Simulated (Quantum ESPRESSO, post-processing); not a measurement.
# 1T-SnSe2, 1 layer: a series in the share of short-range exact exchange, part 2 of 2

Wanted: a table for 1T-SnSe2, 1 layer against the share of short-range exact exchange, and what can be fitted to it.

Quantum ESPRESSO 7.5; plane-wave DFT, PBE, SG15 norm-conserving pseudopotentials.

So far. Step 2 (Relaxing cell and ions of the reference):  The last row is no step: it is a fresh SCF in the final cell with a new plane-wave basis, +5 meV from the row before.

**3. Self-consistent run, 0**

The self-consistent run of this member.

Level of this step: plane-wave DFT, PBE, SG15 norm-conserving pseudopotentials (Quantum ESPRESSO 7.5).

Contents of m0.scf.in:

```
&control
  prefix = 'm0.scf'
  outdir = './out'
  pseudo_dir = './pseudo'
  calculation = 'scf'
  tprnfor = .true.
/
&system
  ibrav = 0
  nat = 3
  ntyp = 2
  ecutwfc = 60
  ecutrho = 240
  occupations = 'fixed'
  nbnd = 16
/
&electrons
  conv_thr = 1e-08
  mixing_beta = 0.6
  electron_maxstep = 120
/
ATOMIC_SPECIES
  Se  78.9710  Se_ONCV_PBE-1.2.upf
  Sn  118.7100  Sn_ONCV_PBE-1.2.upf
CELL_PARAMETERS angstrom
  3.84368437800000 0.00000000000000 0.00000000000000
  -1.92184218900000 3.32872831500000 0.00000000000000
  0.00000000000000 0.00000000000000 17.11048904300000
ATOMIC_POSITIONS crystal
  Se  0.666666666700 0.333333333300 0.406276276500
  Sn  0.000000000000 0.000000000000 0.500000000000
  Se  0.333333333300 0.666666666700 0.593723723500
K_POINTS automatic
  9 9 1 0 0 0
```

On the command line:

```
OMP_NUM_THREADS=1 mpirun -n 4 pw.x -nk 4 -in m0.scf.in > m0.scf.out
```

The log of the run:

```text
[banner, memory and clock lines left out]
Program PWSCF v.7.5 starts
[citation notice left out]

[...]
Message from routine setup:
[...]
bravais-lattice index     =            0
     lattice parameter (alat)  =       7.2635  a.u.
     unit-cell volume          =    1477.3558 (a.u.)^3
     number of atoms/cell      =            3
     number of atomic types    =            2
     number of electrons       =        26.00
     number of Kohn-Sham states=           16
     kinetic-energy cutoff     =      60.0000  Ry
     charge density cutoff     =     240.0000  Ry
     scf convergence threshold =      1.0E-08
     mixing beta               =       0.6000
     number of iterations used =            8  plain     mixing
     Exchange-correlation= PBE
                           (   1   4   3   4   0   0   0)

[...]
PseudoPot. # 1 for Se read from file:
     ./pseudo/Se_ONCV_PBE-1.2.upf
     Pseudo is Norm-conserving, Zval =  6.0
     Generated using ONCVPSP code by D. R. Hamann
     Using radial grid of  602 points,  6 beta functions with:
                l(1) =   0
                l(2) =   0
                l(3) =   1
                l(4) =   1
                l(5) =   2
                l(6) =   2

     PseudoPot. # 2 for Sn read from file:
     ./pseudo/Sn_ONCV_PBE-1.2.upf
     Pseudo is Norm-conserving, Zval = 14.0
     Generated using ONCVPSP code by D. R. Hamann
     Using radial grid of  602 points,  6 beta functions with:
                l(1) =   0
                l(2) =   0
                l(3) =   1
                l(4) =   1
                l(5) =   2
                l(6) =   2

     atomic species   valence    mass     pseudopotential
     Se                6.00    78.97100     Se( 1.00)
     Sn               14.00   118.71000     Sn( 1.00)

     12 Sym. Ops., with inversion, found

[...]
number of k points=    12
[...]
Dense  grid:    92529 G-vectors     FFT dimensions: (  36,  36, 160)

     Initial potential from superposition of free atoms

     starting charge      25.8775, renormalised to      26.0000

     negative rho (up, down):  1.986E-04 0.000E+00
     Starting wfcs are random

     per-process dynamical memory:    66.6 Mb

     Self-consistent Calculation

     iteration #  1     ecut=    60.00 Ry     beta= 0.60
     Davidson diagonalization with overlap
     ethr =  1.00E-02,  avg # of iterations = 11.2

     Threshold (ethr) on eigenvalues was too large:
     Diagonalizing with lowered threshold

     Davidson diagonalization with overlap
     ethr =  4.93E-04,  avg # of iterations =  2.2

     negative rho (up, down):  1.252E-05 0.000E+00

     total energy              =    -158.49080574 Ry
     estimated scf accuracy    <       0.12012255 Ry

     iteration #  2     ecut=    60.00 Ry     beta= 0.60
[...]
negative rho (up, down):  7.137E-06 0.000E+00

[...]
total energy              =    -158.51803322 Ry
     estimated scf accuracy    <       0.09457833 Ry

     iteration #  3     ecut=    60.00 Ry     beta= 0.60
[...]
negative rho (up, down):  2.167E-06 0.000E+00

[...]
total energy              =    -158.53789309 Ry
     estimated scf accuracy    <       0.00289273 Ry

     iteration #  4     ecut=    60.00 Ry     beta= 0.60
[...]
total energy              =    -158.53835795 Ry
     estimated scf accuracy    <       0.00025406 Ry

     iteration #  5     ecut=    60.00 Ry     beta= 0.60
[...]
total energy              =    -158.53837465 Ry
     estimated scf accuracy    <       0.00000715 Ry

     iteration #  6     ecut=    60.00 Ry     beta= 0.60
[...]
total energy              =    -158.53837633 Ry
     estimated scf accuracy    <       0.00000037 Ry

     iteration #  7     ecut=    60.00 Ry     beta= 0.60
[...]
total energy              =    -158.53837644 Ry
     estimated scf accuracy    <       0.00000010 Ry

     iteration #  8     ecut=    60.00 Ry     beta= 0.60
[...]
End of self-consistent calculation

          k = 0.0000 0.0000 0.0000 ( 11545 PWs)   bands (ev):

   -22.5215 -22.5215 -22.4817 -22.4744 -22.4744 -14.7396 -13.4655  -6.9607
    -2.4483  -1.7602  -1.7602  -1.3919  -1.3919   0.2135   1.7814   3.2797

          k = 0.0000 0.1283 0.0000 ( 11553 PWs)   bands (ev):

   -22.5253 -22.5170 -22.4790 -22.4772 -22.4744 -14.6251 -13.3868  -6.9905
    -2.7374  -2.3967  -2.1252  -1.9777  -1.3122   0.7560   2.3892   3.1443

[...]
highest occupied, lowest unoccupied level (ev):    -1.3122   -0.5102

!    total energy              =    -158.53837645 Ry
     estimated scf accuracy    <          3.0E-09 Ry

     The total energy is the sum of the following terms:
     one-electron contribution =    -604.50155359 Ry
     hartree contribution      =     305.22842577 Ry
     xc contribution           =     -22.97750357 Ry
     ewald contribution        =     163.71225494 Ry

     convergence has been achieved in   8 iterations

     Forces acting on atoms (cartesian axes, Ry/au):

     atom    1 type  1   force =     0.00000000    0.00000000    0.00001459
     atom    2 type  2   force =     0.00000000    0.00000000    0.00000000
     atom    3 type  1   force =    -0.00000000   -0.00000000   -0.00001459

     Total force =     0.000021     Total SCF correction =     0.000081
     SCF correction compared to forces is large: reduce conv_thr to get better values

[...]
```

Elapsed: 11 s, on 4 MPI ranks of Arm Neoverse V1, shared host; peak memory 0.44 GiB; 45 s of CPU time.

This step gave:

```
free energy                          : -2157.0245 eV
valence top, on the run's zero       : -1.312 eV
conduction bottom, on the run's zero : -0.5102 eV
gap by band count                    : 0.8020 eV
```

**4. Potential by pp.x, 0**

plot_num = 11 writes the bare and Hartree potential, from which vacuum levels or, in a crystal, the mean potential are read.

Contents of m0.pot.in:

```
&inputpp
  prefix = 'm0.scf'
  outdir = './out'
  filplot = 'm0.pot.dat'
  plot_num = 11
/
```

On the command line:

```
OMP_NUM_THREADS=1 mpirun -n 4 pp.x -in m0.pot.in > m0.pot.out
```

The log of the run:

```text
[banner, memory and clock lines left out]
Program POST-PROC v.7.5 starts

          URL

     ./out/m0.scf.save/

     IMPORTANT: XC functional enforced from input :
     Exchange-correlation= PBE
                           (   1   4   3   4   0   0   0)
     Any further DFT definition will be discarded
     Please, verify this is what you really want

     Calling punch_plot, plot_num =  11
     Writing data to file  m0.pot.dat
     Message from routine chdens:
     namelist plot not found or invalid, exiting
```

It took 0.73 s on 4 MPI ranks; peak memory 0.09 GiB.

Numbers from this step:

| Property | Result |
| --- | --- |
| potential in the middle of the vacuum, over the valence top | 5.979 eV |

Electrostatic potential energy of an electron; zero at the highest filled level of the SCF mesh. Potential energy, planar mean against z:

| z (Å) | potential energy, planar mean (eV) |
| --- | --- |
| 0 | 5.98 |
| 1 | 5.98 |
| 2 | 5.98 |
| 3 | 5.98 |
| 4 | 5.97 |
| 5 | 5.85 |
| 6 | 3.55 |
| 7 | -11.6 |
| 8 | -5.09 |
| 9 | -6.64 |
| 10 | -10.9 |
| 11 | 2.62 |
| 12 | 5.80 |
| 13 | 5.97 |
| 14 | 5.98 |
| 15 | 5.98 |
| 16 | 5.98 |
| 17 | 5.98 |

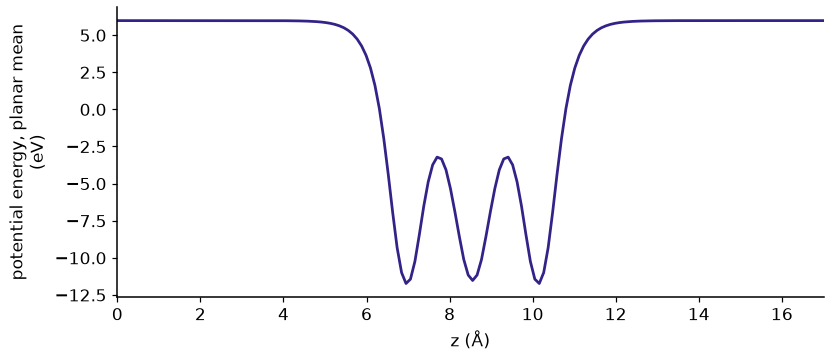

Potential energy, planar mean, plotted against z.

**5. SCF with pw.x, 0.1**

Level of this step: plane-wave DFT, screened hybrid with 0.1 exact exchange, SG15 norm-conserving pseudopotentials (Quantum ESPRESSO 7.5). input_dft overrides the functional of the files.

m1.scf.in is the input of step 3 with these lines changed:

```diff
@@ -1,3 +1,3 @@
 &control
-  prefix = 'm0.scf'
+  prefix = 'm1.scf'
   outdir = './out'
@@ -15,2 +15,8 @@
   nbnd = 16
+  input_dft = 'hse'
+  exx_fraction = 0.1
+  nqx1 = 3
+  nqx2 = 3
+  nqx3 = 1
+  ecutfock = 60
 /
```

On the command line:

```
OMP_NUM_THREADS=1 mpirun -n 4 pw.x -nk 4 -in m1.scf.in > m1.scf.out
```

The log of the run:

```text
[banner, memory and clock lines left out]
Program PWSCF v.7.5 starts
[...]
Message from routine setup:
[...]
number of electrons       =        26.00
     number of Kohn-Sham states=           16
     kinetic-energy cutoff     =      60.0000  Ry
     charge density cutoff     =     240.0000  Ry
[...]
number of k points=    12
[...]
Dense  grid:    92529 G-vectors     FFT dimensions: (  36,  36, 160)
[...]
negative rho (up, down):  1.986E-04 0.000E+00
     Starting wfcs are random
[...]
negative rho (up, down):  1.252E-05 0.000E+00
[...]
estimated scf accuracy    <       0.12012255 Ry
[...]
negative rho (up, down):  7.137E-06 0.000E+00
[...]
estimated scf accuracy    <       0.09457833 Ry
[...]
negative rho (up, down):  2.167E-06 0.000E+00
[...]
estimated scf accuracy    <       0.00289273 Ry
[...]
estimated scf accuracy    <       0.00025406 Ry
[...]
estimated scf accuracy    <       0.00000715 Ry
[...]
estimated scf accuracy    <       0.00000037 Ry
[...]
estimated scf accuracy    <       0.00000010 Ry
[...]
highest occupied, lowest unoccupied level (ev):    -1.3122   -0.5102
!    total energy              =    -158.53837645 Ry
     estimated scf accuracy    <          3.0E-09 Ry
     convergence has been achieved in   8 iterations
[...]
estimated scf accuracy    <       0.00020869 Ry
[...]
estimated scf accuracy    <       0.00000794 Ry
[...]
estimated scf accuracy    <       0.00000172 Ry
[...]
estimated scf accuracy    <       0.00000038 Ry
[...]
highest occupied, lowest unoccupied level (ev):    -1.5018   -0.4994
!    total energy              =    -158.28608617 Ry
     estimated scf accuracy    <          8.1E-09 Ry
     convergence has been achieved in   5 iterations
[...]
estimated scf accuracy    <       0.00000066 Ry
[...]
estimated scf accuracy    <       0.00000027 Ry
[...]
estimated scf accuracy    <       0.00000004 Ry
[...]
highest occupied, lowest unoccupied level (ev):    -1.5028   -0.4956
!    total energy              =    -158.28611636 Ry
     estimated scf accuracy    <          4.1E-10 Ry
     convergence has been achieved in   4 iterations
[...]
highest occupied, lowest unoccupied level (ev):    -1.5028   -0.4953
!    total energy              =    -158.28611654 Ry
     estimated scf accuracy    <          2.8E-09 Ry
     convergence has been achieved in   1 iterations
[...]
!!   total energy              =    -158.28611655 Ry
[...]
Total force =     0.011708     Total SCF correction =     0.000019
[...]
```

The job ended after 47 s (4 MPI ranks; peak memory 3 GiB).

This step gave:

| Item | Value |
| --- | --- |
| free energy | -2153.5923 eV |
| valence top, on the run's zero | -1.503 eV |
| conduction bottom, on the run's zero | -0.4953 eV |
| gap by band count | 1.007 eV |

**6. SCF with pw.x, 0.3**

Level of this step: plane-wave DFT, screened hybrid with 0.3 exact exchange, SG15 norm-conserving pseudopotentials (Quantum ESPRESSO 7.5). input_dft overrides the functional of the files.

m5.scf.in is the input of step 5 with these lines changed:

```diff
@@ -1,3 +1,3 @@
 &control
-  prefix = 'm1.scf'
+  prefix = 'm5.scf'
   outdir = './out'
@@ -16,3 +16,3 @@
   input_dft = 'hse'
-  exx_fraction = 0.1
+  exx_fraction = 0.3
   nqx1 = 3
```

On the command line:

```
OMP_NUM_THREADS=1 mpirun -n 4 pw.x -nk 4 -in m5.scf.in > m5.scf.out
```

The log of the run:

```text
[banner, memory and clock lines left out]
Program PWSCF v.7.5 starts
[...]
Message from routine setup:
[...]
number of electrons       =        26.00
     number of Kohn-Sham states=           16
     kinetic-energy cutoff     =      60.0000  Ry
     charge density cutoff     =     240.0000  Ry
[...]
number of k points=    12
[...]
Dense  grid:    92529 G-vectors     FFT dimensions: (  36,  36, 160)
[...]
negative rho (up, down):  1.986E-04 0.000E+00
     Starting wfcs are random
[...]
negative rho (up, down):  1.252E-05 0.000E+00
[...]
estimated scf accuracy    <       0.12012255 Ry
[...]
negative rho (up, down):  7.137E-06 0.000E+00
[...]
estimated scf accuracy    <       0.09457833 Ry
[...]
negative rho (up, down):  2.167E-06 0.000E+00
[...]
estimated scf accuracy    <       0.00289273 Ry
[...]
estimated scf accuracy    <       0.00025406 Ry
[...]
estimated scf accuracy    <       0.00000715 Ry
[...]
estimated scf accuracy    <       0.00000037 Ry
[...]
estimated scf accuracy    <       0.00000010 Ry
[...]
highest occupied, lowest unoccupied level (ev):    -1.3122   -0.5102
!    total energy              =    -158.53837645 Ry
     estimated scf accuracy    <          3.0E-09 Ry
     convergence has been achieved in   8 iterations
[...]
estimated scf accuracy    <       0.00164391 Ry
[...]
estimated scf accuracy    <       0.00005681 Ry
[...]
estimated scf accuracy    <       0.00001150 Ry
[...]
estimated scf accuracy    <       0.00000175 Ry
[...]
estimated scf accuracy    <       0.00000004 Ry
[...]
highest occupied, lowest unoccupied level (ev):    -1.8804   -0.4786
!    total energy              =    -157.78540333 Ry
     estimated scf accuracy    <          2.4E-09 Ry
     convergence has been achieved in   6 iterations
[...]
estimated scf accuracy    <       0.00003372 Ry
[...]
estimated scf accuracy    <       0.00001000 Ry
[...]
estimated scf accuracy    <       0.00000150 Ry
[...]
estimated scf accuracy    <       0.00000001 Ry
[...]
highest occupied, lowest unoccupied level (ev):    -1.8884   -0.4489
!    total energy              =    -157.78610195 Ry
     estimated scf accuracy    <          1.8E-09 Ry
     convergence has been achieved in   5 iterations
[...]
estimated scf accuracy    <       0.00000161 Ry
[...]
estimated scf accuracy    <       0.00000072 Ry
[...]
estimated scf accuracy    <       0.00000004 Ry
[...]
highest occupied, lowest unoccupied level (ev):    -1.8890   -0.4440
!    total energy              =    -157.78612229 Ry
     estimated scf accuracy    <          5.8E-10 Ry
     convergence has been achieved in   4 iterations
[...]
estimated scf accuracy    <       0.00000007 Ry
[...]
estimated scf accuracy    <       0.00000003 Ry
[...]
highest occupied, lowest unoccupied level (ev):    -1.8891   -0.4433
!    total energy              =    -157.78612360 Ry
     estimated scf accuracy    <          2.5E-09 Ry
     convergence has been achieved in   3 iterations
[...]
highest occupied, lowest unoccupied level (ev):    -1.8888   -0.4428
!    total energy              =    -157.78612376 Ry
     estimated scf accuracy    <          4.3E-09 Ry
     convergence has been achieved in   1 iterations
[...]
highest occupied, lowest unoccupied level (ev):    -1.8892   -0.4432
!    total energy              =    -157.78612378 Ry
     estimated scf accuracy    <          8.3E-09 Ry
     convergence has been achieved in   1 iterations
[...]
!!   total energy              =    -157.78612379 Ry
[...]
Total force =     0.035261     Total SCF correction =     0.000250
[...]
```

Wall time 76 s (4 MPI ranks); peak memory 3 GiB; 5 min of CPU time.

Read from the output:

* free energy: -2146.7896 eV
* valence top, on the run's zero: -1.889 eV
* conduction bottom, on the run's zero: -0.4432 eV
* gap by band count: 1.446 eV

**7. Self-consistent run, 0.4**

Level of this step: plane-wave DFT, screened hybrid with 0.4 exact exchange, SG15 norm-conserving pseudopotentials (Quantum ESPRESSO 7.5). input_dft overrides the functional of the files.

m6.scf.in is the input of step 6 with these lines changed:

```diff
@@ -1,3 +1,3 @@
 &control
-  prefix = 'm5.scf'
+  prefix = 'm6.scf'
   outdir = './out'
@@ -16,3 +16,3 @@
   input_dft = 'hse'
-  exx_fraction = 0.3
+  exx_fraction = 0.4
   nqx1 = 3
```

On the command line:

```
OMP_NUM_THREADS=1 mpirun -n 4 pw.x -nk 4 -in m6.scf.in > m6.scf.out
```

The log of the run:

```text
[banner, memory and clock lines left out]
Program PWSCF v.7.5 starts
[...]
Message from routine setup:
[...]
number of electrons       =        26.00
     number of Kohn-Sham states=           16
     kinetic-energy cutoff     =      60.0000  Ry
     charge density cutoff     =     240.0000  Ry
[...]
number of k points=    12
[...]
Dense  grid:    92529 G-vectors     FFT dimensions: (  36,  36, 160)
[...]
negative rho (up, down):  1.986E-04 0.000E+00
     Starting wfcs are random
[...]
negative rho (up, down):  1.252E-05 0.000E+00
[...]
estimated scf accuracy    <       0.12012255 Ry
[...]
negative rho (up, down):  7.137E-06 0.000E+00
[...]
estimated scf accuracy    <       0.09457833 Ry
[...]
negative rho (up, down):  2.167E-06 0.000E+00
[...]
estimated scf accuracy    <       0.00289273 Ry
[...]
estimated scf accuracy    <       0.00025406 Ry
[...]
estimated scf accuracy    <       0.00000715 Ry
[...]
estimated scf accuracy    <       0.00000037 Ry
[...]
estimated scf accuracy    <       0.00000010 Ry
[...]
highest occupied, lowest unoccupied level (ev):    -1.3122   -0.5102
!    total energy              =    -158.53837645 Ry
     estimated scf accuracy    <          3.0E-09 Ry
     convergence has been achieved in   8 iterations
[...]
estimated scf accuracy    <       0.00274917 Ry
[...]
estimated scf accuracy    <       0.00008998 Ry
[...]
estimated scf accuracy    <       0.00001660 Ry
[...]
estimated scf accuracy    <       0.00000238 Ry
[...]
estimated scf accuracy    <       0.00000005 Ry
[...]
highest occupied, lowest unoccupied level (ev):    -2.0694   -0.4684
!    total energy              =    -157.53673139 Ry
     estimated scf accuracy    <          2.8E-09 Ry
     convergence has been achieved in   6 iterations
[...]
estimated scf accuracy    <       0.00008515 Ry
[...]
estimated scf accuracy    <       0.00002093 Ry
[...]
estimated scf accuracy    <       0.00000343 Ry
[...]
estimated scf accuracy    <       0.00000002 Ry
[...]
highest occupied, lowest unoccupied level (ev):    -2.0831   -0.4191
!    total energy              =    -157.53827136 Ry
     estimated scf accuracy    <          3.0E-09 Ry
     convergence has been achieved in   5 iterations
[...]
estimated scf accuracy    <       0.00000588 Ry
[...]
estimated scf accuracy    <       0.00000221 Ry
[...]
estimated scf accuracy    <       0.00000015 Ry
[...]
highest occupied, lowest unoccupied level (ev):    -2.0845   -0.4090
!    total energy              =    -157.53833761 Ry
     estimated scf accuracy    <          1.6E-09 Ry
     convergence has been achieved in   4 iterations
[...]
estimated scf accuracy    <       0.00000042 Ry
[...]
estimated scf accuracy    <       0.00000015 Ry
[...]
estimated scf accuracy    <       0.00000001 Ry
[...]
highest occupied, lowest unoccupied level (ev):    -2.0847   -0.4068
!    total energy              =    -157.53834322 Ry
     estimated scf accuracy    <          1.1E-10 Ry
     convergence has been achieved in   4 iterations
[...]
estimated scf accuracy    <       0.00000004 Ry
[...]
estimated scf accuracy    <       0.00000001 Ry
[...]
highest occupied, lowest unoccupied level (ev):    -2.0848   -0.4064
!    total energy              =    -157.53834395 Ry
     estimated scf accuracy    <          1.1E-09 Ry
     convergence has been achieved in   3 iterations
[...]
highest occupied, lowest unoccupied level (ev):    -2.0846   -0.4060
!    total energy              =    -157.53834409 Ry
     estimated scf accuracy    <          2.4E-09 Ry
     convergence has been achieved in   1 iterations
[...]
highest occupied, lowest unoccupied level (ev):    -2.0848   -0.4063
!    total energy              =    -157.53834412 Ry
     estimated scf accuracy    <          1.4E-09 Ry
     convergence has been achieved in   1 iterations
[...]
!!   total energy              =    -157.53834413 Ry
[...]
Total force =     0.047181     Total SCF correction =     0.000106
[...]
```

The job ended after 87 s (4 MPI ranks; peak memory 3 GiB; 5.8 min of CPU time).

Numbers from this step:

| Item | Value |
| --- | --- |
| free energy | -2143.4184 eV |
| valence top, on the run's zero | -2.085 eV |
| conduction bottom, on the run's zero | -0.4063 eV |
| gap by band count | 1.679 eV |

**8. The series side by side**

The series in one table:

| the share of short-range exact exchange (0.25 is HSE06, 0 is PBE) | gap on the mesh (eV) | vacuum level over the valence top (eV) |
| --- | --- | --- |
| 0 | 0.802 | 5.979 |
| 0.1 | 1.007 | 6.166 |
| 0.15 | 1.114 | 6.26 |
| 0.2 | 1.222 | 6.355 |
| 0.25 | 1.333 | 6.45 |
| 0.3 | 1.446 | 6.545 |
| 0.4 | 1.679 | 6.737 |

**9. The arithmetic**

A line through all members has gap = 0.791 + 2.192 α eV and misses single members by up to 0.011 eV; a gap of 1.30 eV, 0.5 above the first member's, would need α = (1.30 − 0.791)/2.192 = 0.23.

**10. Summary of results**

```json
{
 "gap at a share of 0.25 (HSE06)": "1.33 eV",
 "gap on the mesh, at 0 and at 0.4": "0.80, 1.68 eV",
 "vacuum level over the valence top, at 0 and at 0.4": "5.98, 6.74 eV"
}
```

**Reading.** The series holds 7 members; gap at a share of 0.25 (HSE06): 1.33 eV. From 0 to 0.4 the gap on the mesh rises from 0.80 to 1.68 eV. From 0 to 0.4 the vacuum level over the valence top rises from 5.98 to 6.74 eV. The valence top sinks by 1.90 eV and the gap opens by 2.19 eV per unit share, so the valence top carries 87 % of the opening. Gaps are those of the mesh; no spin-orbit coupling; the q mesh was not tested; the geometry stays that of PBE.

[Logs are printed without paths, hosts, clocks, repeated set-up lines and the standing remarks that a program may print on its own settings, such as how far it seeks lower states.]

[Hosts, paths, dates, database ids (printed as entryN), source tags and the programs' standing remarks are cut or masked in the printed files.]

[Maps of the electrostatic potential energy from Ansatz leave out the sawtooth potential of an applied field or a dipole correction, so their vacuum need not be flat; planar profiles and work functions include it.]
